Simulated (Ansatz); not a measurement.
# C28H30Si2: the relaxed shape and its frontier levels

What does C28H30Si2 look like as a singlet, and where do its frontier electrons sit?

Computed with Ansatz 0.2.0, Gaussian basis. Level: RKS PBE0-D4/def2-TZVP.

The runs, in order: relaxation at PBE-D4/def2-SVP; a single point at PBE0-D4/def2-TZVP.

## (1) The system as given

SMILES `C[Si](C)(C)C#Cc1ccc(-c2ccc(-c3ccc(C#C[Si](C)(C)C)cc3)cc2)cc1`, 60 atoms, charge 0, spin multiplicity 1.

Atoms are counted from 1 here; the program's logs count them from 0.

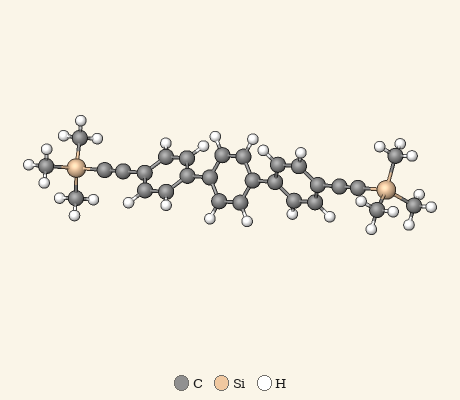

As it starts; carbon grey, silicon light orange, hydrogen white.

The start is a GFN2-xTB geometry.

## (2) Relaxation at PBE-D4/def2-SVP

Input file in.yaml:

```yaml
crystal:
  periodic: [false, false, false]
  atoms:
    - {symbol: C, position_ang: [-10.618460, 2.325350, -0.821320]}
    - {symbol: Si, position_ang: [-10.131510, 0.592300, -0.193430]}
    - {symbol: C, position_ang: [-10.777690, 0.316940, 1.579330]}
    - {symbol: C, position_ang: [-10.788070, -0.754390, -1.374460]}
    - {symbol: C, position_ang: [-8.279360, 0.484060, -0.157530]}
    - {symbol: C, position_ang: [-7.071660, 0.414060, -0.132630]}
    - {symbol: C, position_ang: [-5.660930, 0.332520, -0.103990]}
    - {symbol: C, position_ang: [-4.884000, 1.315870, -0.719050]}
    - {symbol: C, position_ang: [-3.508100, 1.232520, -0.688600]}
    - {symbol: C, position_ang: [-2.868490, 0.167590, -0.054510]}
    - {symbol: C, position_ang: [-1.403150, 0.081200, -0.026930]}
    - {symbol: C, position_ang: [-0.624630, 1.216680, 0.189190]}
    - {symbol: C, position_ang: [0.752070, 1.134840, 0.223380]}
    - {symbol: C, position_ang: [1.399920, -0.083360, 0.027150]}
    - {symbol: C, position_ang: [2.864890, -0.169000, 0.055780]}
    - {symbol: C, position_ang: [3.551060, -0.966510, -0.859770]}
    - {symbol: C, position_ang: [4.927180, -1.046380, -0.836520]}
    - {symbol: C, position_ang: [5.657070, -0.330770, 0.114120]}
    - {symbol: C, position_ang: [7.067780, -0.414240, 0.140340]}
    - {symbol: C, position_ang: [8.275370, -0.488240, 0.155020]}
    - {symbol: Si, position_ang: [10.127360, -0.596320, 0.184760]}
    - {symbol: C, position_ang: [10.632230, -1.931310, 1.448900]}
    - {symbol: C, position_ang: [10.821720, 1.099050, 0.712620]}
    - {symbol: C, position_ang: [10.739880, -1.055170, -1.561590]}
    - {symbol: C, position_ang: [4.976060, 0.466140, 1.035850]}
    - {symbol: C, position_ang: [3.600090, 0.545700, 1.001030]}
    - {symbol: C, position_ang: [0.621930, -1.217690, -0.196660]}
    - {symbol: C, position_ang: [-0.755170, -1.137980, -0.215700]}
    - {symbol: C, position_ang: [-3.650980, -0.813050, 0.554990]}
    - {symbol: C, position_ang: [-5.027380, -0.733630, 0.536910]}
    - {symbol: H, position_ang: [-11.697290, 2.447580, -0.859380]}
    - {symbol: H, position_ang: [-10.221110, 3.103210, -0.176100]}
    - {symbol: H, position_ang: [-10.232600, 2.501020, -1.820970]}
    - {symbol: H, position_ang: [-11.861540, 0.376640, 1.624210]}
    - {symbol: H, position_ang: [-10.485120, -0.657640, 1.958560]}
    - {symbol: H, position_ang: [-10.378810, 1.064350, 2.258650]}
    - {symbol: H, position_ang: [-10.492130, -1.745460, -1.043100]}
    - {symbol: H, position_ang: [-11.872880, -0.738010, -1.436140]}
    - {symbol: H, position_ang: [-10.399320, -0.616480, -2.379330]}
    - {symbol: H, position_ang: [-5.372000, 2.139850, -1.219370]}
    - {symbol: H, position_ang: [-2.916910, 1.990580, -1.181500]}
    - {symbol: H, position_ang: [-1.106740, 2.169750, 0.351220]}
    - {symbol: H, position_ang: [1.336250, 2.029810, 0.382690]}
    - {symbol: H, position_ang: [2.996940, -1.510830, -1.610610]}
    - {symbol: H, position_ang: [5.453110, -1.660130, -1.553030]}
    - {symbol: H, position_ang: [11.712290, -2.032710, 1.506600]}
    - {symbol: H, position_ang: [10.271580, -1.683290, 2.442650]}
    - {symbol: H, position_ang: [10.223630, -2.902100, 1.185270]}
    - {symbol: H, position_ang: [11.907660, 1.088820, 0.745810]}
    - {symbol: H, position_ang: [10.465440, 1.377100, 1.700120]}
    - {symbol: H, position_ang: [10.520600, 1.881720, 0.022640]}
    - {symbol: H, position_ang: [11.823600, -1.125260, -1.595290]}
    - {symbol: H, position_ang: [10.436130, -0.312450, -2.293360]}
    - {symbol: H, position_ang: [10.337980, -2.012330, -1.880310]}
    - {symbol: H, position_ang: [5.537440, 1.015850, 1.777020]}
    - {symbol: H, position_ang: [3.080660, 1.151980, 1.728900]}
    - {symbol: H, position_ang: [1.103570, -2.174340, -0.338530]}
    - {symbol: H, position_ang: [-1.339170, -2.028020, -0.399390]}
    - {symbol: H, position_ang: [-3.169280, -1.632800, 1.067910]}
    - {symbol: H, position_ang: [-5.627010, -1.493160, 1.017470]}
basis:
  gaussian: {orbitals: def2-SVP, fitting: {mean_field: def2-universal-jkfit}}
hamiltonian: {xc: pbe, dispersion: d4}
scf: {lower_state_search: "off"}
output: {orbitals: {seedname: orbitals}}
relax: {f_tol: 0.03, max_steps: 70}
```

Run with:

```bash
$ ansatz run in.yaml --threads 2 --pin off --events-out ev --progress --plain --max-ram 32768MiB --backend cuda --devices 0, --max-vram 18GiB
```

Log:

```text
Functional definition: PBE
  name "PBE"
  cite "Perdew, Burke & Ernzerhof, Phys. Rev. Lett. 77, 3865 (1996) doi:10.1103/PhysRevLett.77.3865"
  parent pbe
  parameter kappa = 0.804
  parameter beta = 0.06672455060314922
  exchange = pbe_x(kappa = kappa, mu = beta*pi^2/3)
  correlation = pbe_c(beta = beta)
these checks for a lower state are left out or cut short: stability, starts, cluster_reference, orbital_swaps, neighbouring_geometries, increment
2896 factors; integrals over basis functions are off by at most 2.3e-1 eV
mean field evaluation 1: about -45143.9999 eV, gradient 1.5e2 eV
mean field evaluation 2: about -45102.2374 eV, gradient 1.9e2 eV
mean field evaluation 4: about -45205.8346 eV, gradient 2.2e1 eV
mean field evaluation 8: about -45207.0970 eV, gradient 2.5e-1 eV
mean field evaluation 16: about -45207.0704 eV, gradient 9.5e-4 eV
mean field -45207.07039286 eV, -1661.3291944846 hartree, gradient 3.3e-6 eV, S^2 0.000000; 0 other end points of the search recorded, 0 dependent functions left out
the calculation of the forces begins
reference -45207.07049800 eV, -1661.3291983485 hartree; 113, 113 occupied and 465, 465 virtual orbitals, 2896 factors
relax step   1: F+E_penalty+E_count = -45209.14662353 eV  Δ(F+E_penalty+E_count) = +0.000e0 eV  max|allowed force component| = 2.798e0 eV/Å  Δτ_max = 0.0000 Å  (21 SCF iters, accepted)
these checks for a lower state are left out or cut short: stability, starts, cluster_reference, orbital_swaps, neighbouring_geometries, increment
2896 factors; integrals over basis functions are off by at most 2.4e-1 eV
mean field -45207.57443796 eV, -1661.3477178007 hartree, gradient 1.6e-6 eV, S^2 0.000000; 0 other end points of the search recorded, 0 dependent functions left out
the calculation of the forces begins
reference -45207.57454377 eV, -1661.3477216888 hartree; 113, 113 occupied and 465, 465 virtual orbitals, 2896 factors
relax step   2: F+E_penalty+E_count = -45209.63460294 eV  Δ(F+E_penalty+E_count) = -4.880e-1 eV  max|allowed force component| = 2.914e-1 eV/Å  Δτ_max = 0.0915 Å  (22 SCF iters, accepted)
these checks for a lower state are left out or cut short: stability, starts, cluster_reference, orbital_swaps, neighbouring_geometries, increment
2896 factors; integrals over basis functions are off by at most 2.5e-1 eV
mean field evaluation 32: about -45207.6470 eV, gradient 2.8e-2 eV
mean field -45207.62401292 eV, -1661.3495396468 hartree, gradient 1.5e-6 eV, S^2 0.000000; 0 other end points of the search recorded, 0 dependent functions left out
the calculation of the forces begins
reference -45207.62411898 eV, -1661.3495435444 hartree; 113, 113 occupied and 465, 465 virtual orbitals, 2896 factors
relax step   3: F+E_penalty+E_count = -45209.67704921 eV  Δ(F+E_penalty+E_count) = -4.245e-2 eV  max|allowed force component| = 1.076e-1 eV/Å  Δτ_max = 0.0512 Å  (22 SCF iters, accepted)
these checks for a lower state are left out or cut short: stability, starts, cluster_reference, orbital_swaps, neighbouring_geometries, increment
2896 factors; integrals over basis functions are off by at most 2.5e-1 eV
mean field -45207.62792104 eV, -1661.3496832675 hartree, gradient 1.5e-6 eV, S^2 0.000000; 0 other end points of the search recorded, 0 dependent functions left out
the calculation of the forces begins
reference -45207.62802711 eV, -1661.3496871653 hartree; 113, 113 occupied and 465, 465 virtual orbitals, 2896 factors
relax step   4: F+E_penalty+E_count = -45209.67960468 eV  Δ(F+E_penalty+E_count) = -2.555e-3 eV  max|allowed force component| = 1.204e-1 eV/Å  Δτ_max = 0.0403 Å  (21 SCF iters, accepted)
these checks for a lower state are left out or cut short: stability, starts, cluster_reference, orbital_swaps, neighbouring_geometries, increment
2896 factors; integrals over basis functions are off by at most 2.5e-1 eV
mean field -45207.63193304 eV, -1661.3498307058 hartree, gradient 1.7e-6 eV, S^2 0.000000; 0 other end points of the search recorded, 0 dependent functions left out
the calculation of the forces begins
reference -45207.63203905 eV, -1661.3498346014 hartree; 113, 113 occupied and 465, 465 virtual orbitals, 2896 factors
relax step   5: F+E_penalty+E_count = -45209.68321210 eV  Δ(F+E_penalty+E_count) = -3.607e-3 eV  max|allowed force component| = 7.024e-2 eV/Å  Δτ_max = 0.0486 Å  (20 SCF iters, accepted)
these checks for a lower state are left out or cut short: stability, starts, cluster_reference, orbital_swaps, neighbouring_geometries, increment
2896 factors; integrals over basis functions are off by at most 2.5e-1 eV
mean field -45207.63469597 eV, -1661.3499322414 hartree, gradient 2.1e-6 eV, S^2 0.000000; 0 other end points of the search recorded, 0 dependent functions left out
the calculation of the forces begins
reference -45207.63480151 eV, -1661.3499361201 hartree; 113, 113 occupied and 465, 465 virtual orbitals, 2896 factors
relax step   6: F+E_penalty+E_count = -45209.68600897 eV  Δ(F+E_penalty+E_count) = -2.797e-3 eV  max|allowed force component| = 5.684e-2 eV/Å  Δτ_max = 0.0920 Å  (20 SCF iters, accepted)
these checks for a lower state are left out or cut short: stability, starts, cluster_reference, orbital_swaps, neighbouring_geometries, increment
2896 factors; integrals over basis functions are off by at most 2.5e-1 eV
mean field evaluation 64: about -45207.6356 eV, gradient 1.9e-6 eV
mean field -45207.63559384 eV, -1661.3499652376 hartree, gradient 2.3e-6 eV, S^2 0.000000; 0 other end points of the search recorded, 0 dependent functions left out
the calculation of the forces begins
reference -45207.63569916 eV, -1661.3499691079 hartree; 113, 113 occupied and 465, 465 virtual orbitals, 2896 factors
relax step   7: F+E_penalty+E_count = -45209.68732668 eV  Δ(F+E_penalty+E_count) = -1.318e-3 eV  max|allowed force component| = 4.370e-2 eV/Å  Δτ_max = 0.0414 Å  (20 SCF iters, accepted)
these checks for a lower state are left out or cut short: stability, starts, cluster_reference, orbital_swaps, neighbouring_geometries, increment
2896 factors; integrals over basis functions are off by at most 2.5e-1 eV
mean field -45207.63600725 eV, -1661.3499804301 hartree, gradient 2.1e-6 eV, S^2 0.000000; 0 other end points of the search recorded, 0 dependent functions left out
the calculation of the forces begins
reference -45207.63611232 eV, -1661.3499842916 hartree; 113, 113 occupied and 465, 465 virtual orbitals, 2896 factors
relax step   8: F+E_penalty+E_count = -45209.68817971 eV  Δ(F+E_penalty+E_count) = -8.530e-4 eV  max|allowed force component| = 1.791e-2 eV/Å  Δτ_max = 0.0434 Å  (21 SCF iters, accepted)
Total energy: -45209.68828479 eV, -1661.4254002386 hartree
Atom 0 at   -10.747364     2.320080    -0.817891 Å, force    -0.000591    -0.005742     0.002353 eV/Å
Atom 1 at   -10.259788     0.602474    -0.195412 Å, force     0.008655    -0.001376     0.000249 eV/Å
Atom 2 at   -10.912298     0.325149     1.557953 Å, force    -0.000171     0.001663    -0.006092 eV/Å
Atom 3 at   -10.919815    -0.733568    -1.360118 Å, force    -0.000227     0.004828     0.003901 eV/Å
Atom 4 at    -8.415495     0.493815    -0.160388 Å, force    -0.001681    -0.000253    -0.000988 eV/Å
Atom 5 at    -7.181469     0.420611    -0.137317 Å, force    -0.011533     0.000674    -0.000169 eV/Å
Atom 6 at    -5.759378     0.337039    -0.110307 Å, force     0.017705     0.002612     0.008821 eV/Å
Atom 7 at    -4.957004     1.410955    -0.574674 Å, force    -0.007900    -0.012668     0.002775 eV/Å
Atom 8 at    -3.564384     1.324420    -0.544796 Å, force     0.008311    -0.013696     0.012749 eV/Å
Atom 9 at    -2.907589     0.170127    -0.054785 Å, force    -0.017910     0.001662    -0.001233 eV/Å
Atom 10 at    -1.430158     0.083477    -0.026445 Å, force    -0.001822    -0.000356     0.000114 eV/Å
Atom 11 at    -0.631380     1.229482     0.192955 Å, force    -0.001591    -0.004066    -0.000397 eV/Å
Atom 12 at     0.762927     1.147249     0.222195 Å, force     0.001140    -0.004328    -0.002351 eV/Å
Atom 13 at     1.430139    -0.084292     0.028150 Å, force     0.001840    -0.000384     0.001745 eV/Å
Atom 14 at     2.907576    -0.170957     0.056218 Å, force     0.017814    -0.001185     0.000200 eV/Å
Atom 15 at     3.602232    -1.101271    -0.753594 Å, force    -0.009157     0.008305     0.015496 eV/Å
Atom 16 at     4.995091    -1.186484    -0.731798 Å, force     0.006730     0.007593     0.009757 eV/Å
Atom 17 at     5.759381    -0.338138     0.110103 Å, force    -0.017204     0.001421    -0.001208 eV/Å
Atom 18 at     7.181505    -0.421343     0.136978 Å, force     0.010290    -0.000069     0.004425 eV/Å
Atom 19 at     8.415596    -0.492794     0.161469 Å, force     0.001513    -0.000652    -0.003723 eV/Å
Atom 20 at    10.259927    -0.600625     0.194387 Å, force    -0.008423    -0.000160    -0.000067 eV/Å
Atom 21 at    10.764032    -1.930762     1.441069 Å, force     0.000933     0.004903    -0.003936 eV/Å
Atom 22 at    10.950568     1.081909     0.711971 Å, force     0.000437    -0.006129    -0.001594 eV/Å
Atom 23 at    10.864922    -1.059839    -1.537425 Å, force     0.000311     0.001635     0.005892 eV/Å
Atom 24 at     5.068227     0.595572     0.924483 Å, force     0.006896    -0.009175    -0.008656 eV/Å
Atom 25 at     3.675120     0.673616     0.893715 Å, force    -0.008746    -0.006456    -0.017471 eV/Å
Atom 26 at     0.631432    -1.229907    -0.193528 Å, force     0.001556     0.004030     0.000507 eV/Å
Atom 27 at    -0.763020    -1.148552    -0.217638 Å, force    -0.001094     0.004602    -0.000227 eV/Å
Atom 28 at    -3.712997    -0.898368     0.407192 Å, force     0.009898     0.011751    -0.010870 eV/Å
Atom 29 at    -5.106309    -0.821505     0.383620 Å, force    -0.006081     0.009855    -0.012585 eV/Å
Atom 30 at   -11.851925     2.422684    -0.853226 Å, force    -0.000760     0.002765    -0.000918 eV/Å
Atom 31 at   -10.348810     3.111956    -0.151940 Å, force     0.000062     0.000228     0.001214 eV/Å
Atom 32 at   -10.351859     2.499974    -1.838009 Å, force     0.000155    -0.000798    -0.001043 eV/Å
Atom 33 at   -12.020681     0.381906     1.573757 Å, force    -0.000888    -0.000378     0.002924 eV/Å
Atom 34 at   -10.612697    -0.671509     1.940443 Å, force     0.000198    -0.001147    -0.000774 eV/Å
Atom 35 at   -10.517344     1.091462     2.255112 Å, force     0.000175     0.001308     0.000168 eV/Å
Atom 36 at   -10.620993    -1.744153    -1.015456 Å, force     0.000115    -0.000480     0.001192 eV/Å
Atom 37 at   -12.028312    -0.697672    -1.404276 Å, force    -0.000953    -0.002246    -0.002000 eV/Å
Atom 38 at   -10.528591    -0.593661    -2.388035 Å, force     0.000235     0.000989    -0.001081 eV/Å
Atom 39 at    -5.447801     2.312691    -0.969148 Å, force     0.001134    -0.007832     0.001891 eV/Å
Atom 40 at    -2.967132     2.161458    -0.936645 Å, force    -0.001917    -0.005519     0.000681 eV/Å
Atom 41 at    -1.115608     2.202563     0.363781 Å, force     0.000790     0.002408     0.000859 eV/Å
Atom 42 at     1.351696     2.063289     0.379541 Å, force    -0.000477     0.002728     0.000384 eV/Å
Atom 43 at     3.036257    -1.753257    -1.435870 Å, force     0.002094     0.005876     0.002134 eV/Å
Atom 44 at     5.516128    -1.908975    -1.376876 Å, force    -0.001160     0.006306     0.004634 eV/Å
Atom 45 at    11.869317    -2.022327     1.485792 Å, force     0.000758    -0.002212     0.002182 eV/Å
Atom 46 at    10.396805    -1.682630     2.457359 Å, force    -0.000037     0.000984     0.001069 eV/Å
Atom 47 at    10.347005    -2.918596     1.158984 Å, force    -0.000296    -0.000354    -0.001348 eV/Å
Atom 48 at    12.059675     1.054502     0.743641 Å, force     0.001181     0.002878     0.000909 eV/Å
Atom 49 at    10.584266     1.369073     1.718350 Å, force    -0.000240    -0.000515     0.001219 eV/Å
Atom 50 at    10.645341     1.873620    -0.001729 Å, force    -0.000272    -0.000186    -0.001277 eV/Å
Atom 51 at    11.972081    -1.135721    -1.555611 Å, force     0.001061    -0.000674    -0.002779 eV/Å
Atom 52 at    10.559124    -0.296225    -2.280848 Å, force    -0.000027     0.001334    -0.000261 eV/Å
Atom 53 at    10.447437    -2.035667    -1.858206 Å, force    -0.000257    -0.001087     0.000662 eV/Å
Atom 54 at     5.645506     1.253704     1.590248 Å, force    -0.002164    -0.006097    -0.005146 eV/Å
Atom 55 at     3.163898     1.388993     1.555360 Å, force     0.001330    -0.006332    -0.001228 eV/Å
Atom 56 at     1.114662    -2.208842    -0.330372 Å, force    -0.000776    -0.002385    -0.000391 eV/Å
Atom 57 at    -1.350777    -2.058724    -0.409126 Å, force     0.000458    -0.002633    -0.000253 eV/Å
Atom 58 at    -3.233074    -1.798725     0.819447 Å, force    -0.001407     0.007046     0.000971 eV/Å
Atom 59 at    -5.713817    -1.658731     0.757206 Å, force     0.001988     0.007186    -0.002011 eV/Å
Dipole moment:    -0.000048    -0.000828     0.000162 e Å
Checks for a lower state left out: stability, starts, cluster_reference, orbital_swaps, neighbouring_geometries, increment
```

Run time: 43 s. Hardware: 1 × H100 (card shared with other runs) with 2 threads of AMD EPYC 7R13, shared host; peak host memory 1.1 GiB.

Along the way:

```
step  energy from step 1 (eV)  largest force component (eV/Å)
   1                   0.0000                          2.7977
   2                  -0.4880                          0.2914
   3                  -0.5304                          0.1076
   4                  -0.5330                          0.1204
   5                  -0.5366                          0.0702
   6                  -0.5394                          0.0568
   7                  -0.5407                          0.0437
   8                  -0.5416                          0.0179
```

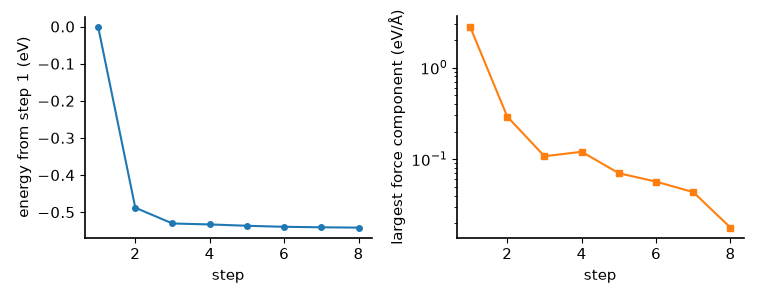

Energy and largest force along the relaxation.

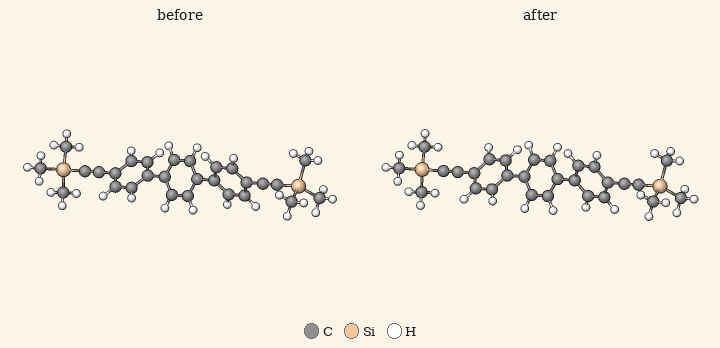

The geometry before (left) and after (right).

Distances of close pairs at the start and the end, largest changes first:

```
   bond  before (Å)  after (Å)  change (Å)
C19–C20       1.210      1.236      +0.026
  C5–C6       1.210      1.236      +0.026
C22–H46       1.086      1.110      +0.024
 C3–H34       1.086      1.110      +0.024
 C1–H31       1.086      1.110      +0.023
C23–H49       1.086      1.110      +0.023
C24–H52       1.087      1.110      +0.023
 C4–H38       1.087      1.110      +0.023
```

Bonds by kind at the end (by distance):

```
bond  count  shortest (Å)  longest (Å)
 C–C     24         1.236        1.480
C–Si      8         1.848        1.891
 C–H     30         1.100        1.110
```

(Part 1 of 2 ends here.)
